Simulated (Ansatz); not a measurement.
**Fields on a plane of Sn4Pt (space group Ccce)**

```
CELL_PARAMETERS angstrom
      3.18737    -5.65677     0.00000
      3.18737     5.65677     0.00000
      0.00000     0.00000     6.35014
ATOMIC_POSITIONS crystal
  Sn 0.96037 0.70745 0.16613
  Sn 0.03963 0.29255 0.16613
  Sn 0.70745 0.96037 0.83387
  Sn 0.29255 0.03963 0.83387
  Sn 0.53963 0.79255 0.33387
  Sn 0.46037 0.20745 0.33387
  Sn 0.79255 0.53963 0.66613
  Sn 0.20745 0.46037 0.66613
  Pt 0.50000 0.50000 0.00000
  Pt 0.00000 0.00000 0.50000
```

The slice is a (130) plane (indices of the conventional cell) through the point (0.040, 0.293, 0.166) (fractional), spanned by u = [001] and v = [210] in vectors of this cell: u (6.35 Å) and v (11.11 Å, at 90° to u). It covers one period; positions are fractions (u, v).

Atoms on it: Sn at (0.00, 0.00); Pt at (0.83, 0.23), 0.1 Å off the plane. Other atoms lie within 1 Å of the plane.

These are LDA (plane waves to 420 eV, PAW, scalar-relativistic; Ansatz, a first-principles code) values and carry that method's errors. k mesh 9×9×8. Inside the PAW spheres the values are not all-electron values, and peaks at nuclei hang on which shells count as valence. Sn4Pt is run without spin polarisation. Sn4Pt was relaxed with its symmetry unable to fall. Spin-orbit coupling is left out, though Pt is heavy.

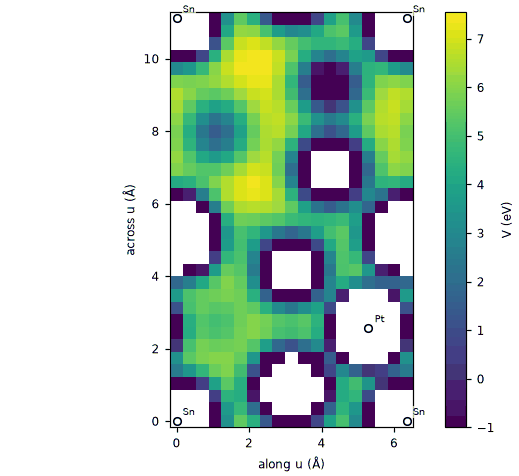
Electrostatic potential energy of an electron, from the cell's mean, in eV, one period of the plane, atoms marked. Points within 1 Å of a nucleus are left white, as the pseudised field means little there. Values under -1 eV are set to -1. The zero, the cell's mean, hangs on the PAW cores.

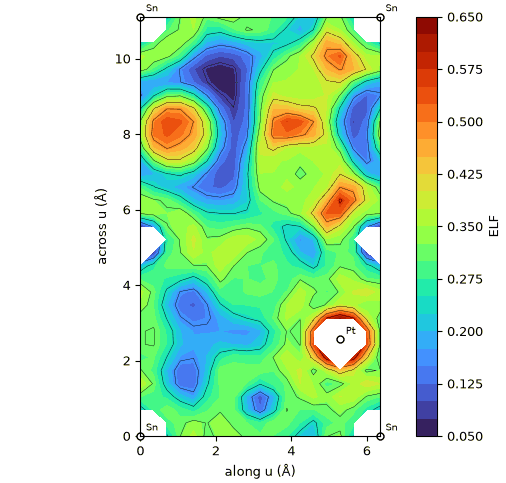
Figure. Electron localisation function (ELF), one period of the plane, atoms marked. Points within 0.5 Å of a nucleus are left white, as the pseudised field means little there.
